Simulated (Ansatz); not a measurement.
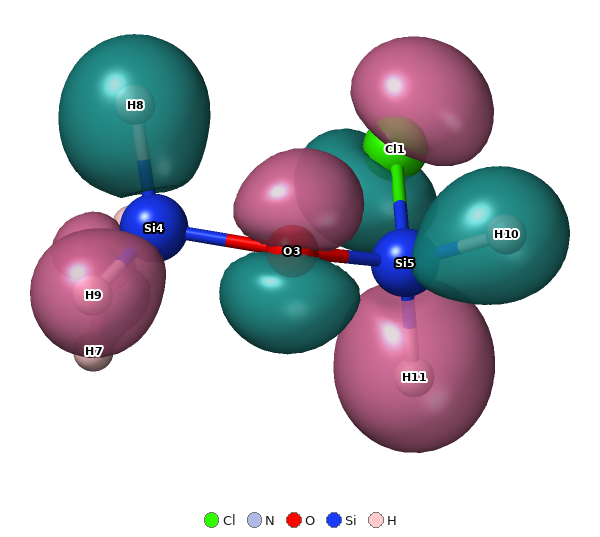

*ClH6NOSi2 (SMILES N[SiH2]O[SiH2]Cl). The HOMO−1 at ±0.1 Å⁻³ᐟ² (teal and pink are the two phases), seen from one side.*

Geometry: PBE0-D3(BJ)/def2-SVP.

All numbers below come from Ansatz, isolated molecule in a Gaussian basis; Kohn-Sham density functional theory, functional PBE0.

```xyz
11

Cl    1.1916   -0.5082   -0.6126
N    -0.3107   -2.1133    2.4144
O    -1.5839   -0.2958    0.6285
Si   -1.6795   -1.7666    1.4421
Si   -0.3675    0.6684    0.0997
H     0.5771   -2.3589    1.9907
H    -0.1850   -1.6893    3.3257
H    -1.8133   -2.8257    0.4079
H    -2.8712   -1.6703    2.3239
H    -0.8545    1.5061   -1.0230
H     0.1906    1.4968    1.2011
```

Where does this orbital lie, and at what energy?

It lies mainly on O3 (about 20 %), Cl1 (about 20 %), Si5 (about 15 %), H11 (about 10 %), Si4 (about 10 %) and H8 (about 10 %). Its energy is −8.76 eV.
